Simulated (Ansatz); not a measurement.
C₂H₄FNSi: several calculations on one system

**1. Relaxation**

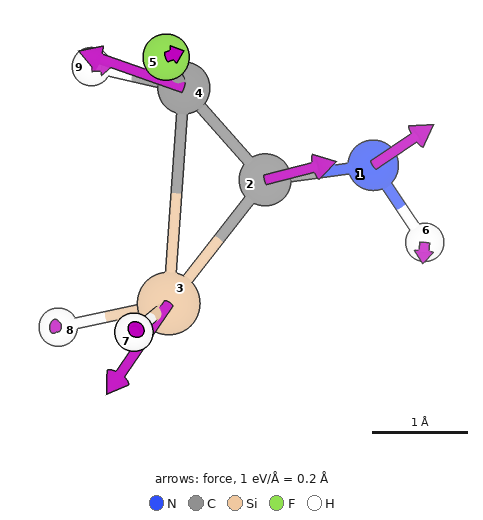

Starting geometry of C₂H₄FNSi with the computed forces as purple arrows. The picture is a ball-and-stick view, seen at a tilt.

The run prepares an end point of a later path (torsion) calculation, from a guessed geometry.

Level of theory: RKS B3LYP-D4/6-31G* in Ansatz. Set-up: no spin polarisation; force threshold 0.015 eV/Å; at most 40 steps.

Is this structure relaxed? If not, where do the atoms go?

Answer. It isn't relaxed: the largest force vector, on Si3, is 6.31 eV/Å. The final displacements have little in common with the starting forces (cosine between the two patterns 0.27). After 10 geometry steps the energy has fallen by 2.100 eV. Largest force component: 4.8 eV/Å at the start, 0.015 eV/Å at the end. The atom that moves furthest after the best rigid fit is H7 (0.53 Å). Largest moves by element: H 0.53 Å, Si 0.41 Å, F 0.34 Å, C 0.32 Å, N 0.25 Å. Some distances before and after: Si3–C4 2.276 → 1.917 Å, C2–Si3 1.686 → 1.888 Å, C2–C4 1.359 → 1.490 Å, Si3–H7 1.539 → 1.480 Å. Among the angles between lasting bonds that change: Si3–C2–C4 96.1° → 68.0°, Si3–C4–F5 105.2° → 128.2°, C4–Si3–H7 100.2° → 120.2°. Cost: 38 s on 1 thread of Intel(R) Xeon(R) Platinum 8488C (Sapphire Rapids), on a shared host, peak memory 0.19 GiB.

**2. Relaxation**

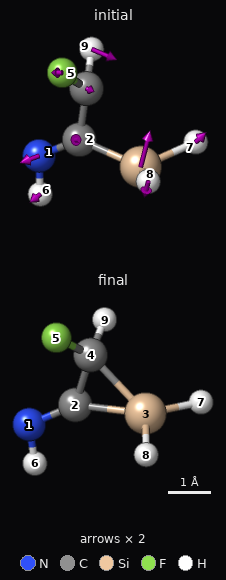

The structure of C₂H₄FNSi before (top) and after (bottom) a relaxation, at one scale. The purple arrows give the displacements, magnified 2 times.

A ball-and-stick model, seen at a tilt.

The run prepares an end point of a later path (torsion) calculation, from a guessed geometry.

The calculation used RKS B3LYP-D4/6-31G* in Ansatz. (no spin polarisation; force threshold 0.015 eV/Å; at most 40 steps)

Describe what moved and what it gained.

Answer. The largest move after the best rigid fit is that of Si3, 0.47 Å. Largest moves by element: Si 0.47 Å, H 0.34 Å, N 0.26 Å, C 0.21 Å, F 0.16 Å. Some distances before and after: Si3–C4 2.276 → 1.917 Å, C2–Si3 1.686 → 1.888 Å, C2–C4 1.359 → 1.490 Å, Si3–H7 1.539 → 1.484 Å. Among the angles between lasting bonds that change: Si3–C2–C4 96.1° → 68.0°, N1–C2–Si3 136.5° → 151.6°, C2–C4–H9 123.1° → 112.8°. The energy falls by 44.2 kcal/mol in 13 accepted moves (15 points after the start). The largest force component goes from 4.3 to 0.0081 eV/Å. The line search rejected the trial steps at points 9, 14 of the run.

**3. Path**

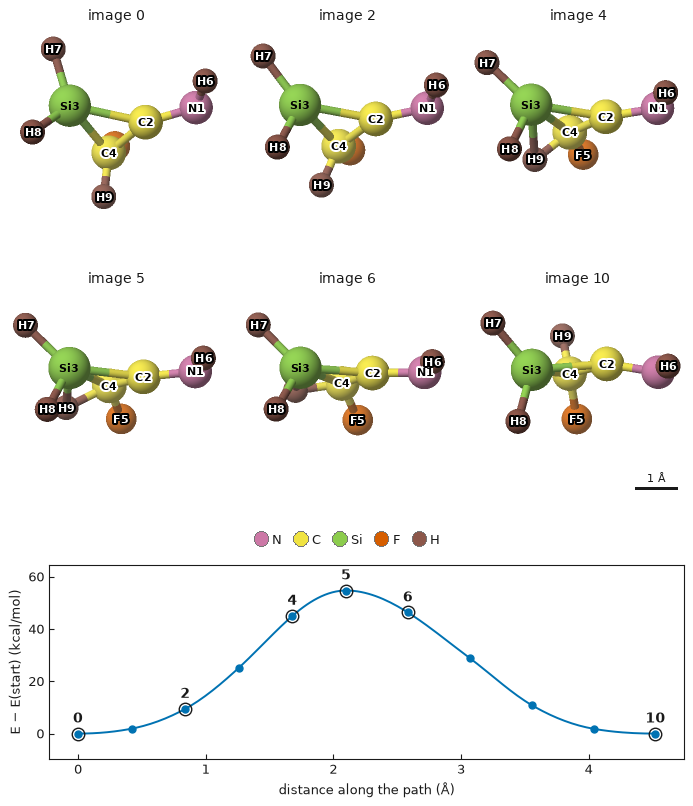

A search for the minimum-energy path of C$_{2}$H$_{4}$FNSi by the nudged elastic band. Images are numbered from 0 (start) to 10 (end). A ball-and-stick model, seen from a free direction.

These are results of RKS B3LYP-D4/6-31G* in Ansatz, not measurements. Set-up: 9 movable images; climbing image; force threshold 0.03 eV/Å; iteration limit 56; starting path by image-dependent pair potential.

> Describe the mechanism and the energy profile.

The motion is a rotation about the C2–C4 bond. No bond forms or breaks between the ends. Among the angles between lasting bonds that change up to the highest image: Si3–C4–H9 111.0° → 54.7°, Si3–C4–F5 128.2° → 153.3°. The barrier is about 54.7 kcal/mol in both directions, with image 5 at the top; the ends have the same energy. The band converged in 17 iterations. The largest component of the band force went from 3.6 to 0.012 eV/Å. The climbing image converged on the top of the path. Its vibrational analysis gives one imaginary mode (624i cm⁻¹), as a transition state must have.
